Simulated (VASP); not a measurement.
Band structure of SnS$_{2}$ (1T layered). These are PBEsol GGA, VASP's PBE PAW potentials (set 64) (plane waves; VASP 6.6.1) values and carry that method's errors.

Without a dispersion term in the relaxation, distances and binding between the weakly bound layers, chains or molecules are unreliable, and so is what depends on them. Unless said otherwise, spin-orbit coupling is left out, though it shifts the bands of the heavy elements here.

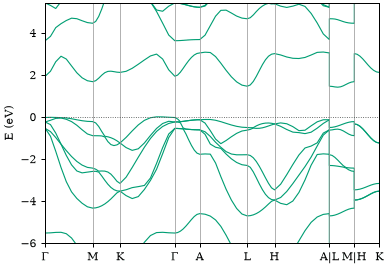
Figure. Bands along high-symmetry lines, zero at the valence-band maximum or, without a gap, the Fermi level

Problem. Read the plot: is there a gap, and where are the band edges?

Solution. The gap is indirect, 1.41 eV, from the valence maximum at K-Γ at 0.67 to the conduction minimum at L-M at 0.33. (Edges off the drawn lines would not show.)

Measured: gap 2.18 eV (computed value off by -0.77 eV), as given by Joseph M. Gonzalez et al., Physical Review B (2016), arXiv:1609.04381.

The compound is SnS2 in the 1T layered structure. It was relaxed first.
